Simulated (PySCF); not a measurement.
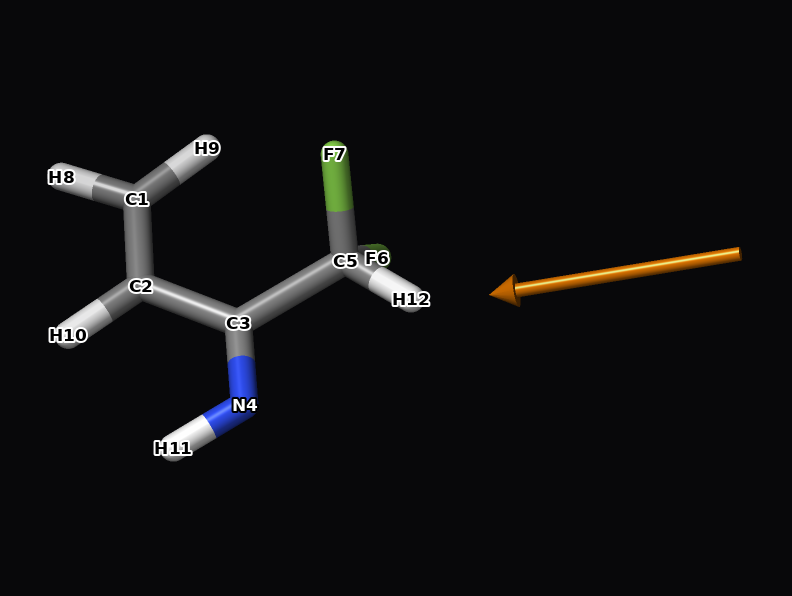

The arrow beside the molecule shows the direction of the dipole moment, from the negative to the positive end (its length means nothing). The geometry was computed by an optimisation with GFN2-xTB. No frequency run is at hand to confirm it as a minimum. Properties computed with B3LYP/pcJ-1, gas phase (PySCF 2.14.0).

How large is the dipole moment?

2.36 D; it points from the side of H12 to the side of H8, H10 (the outermost atoms at the two ends).
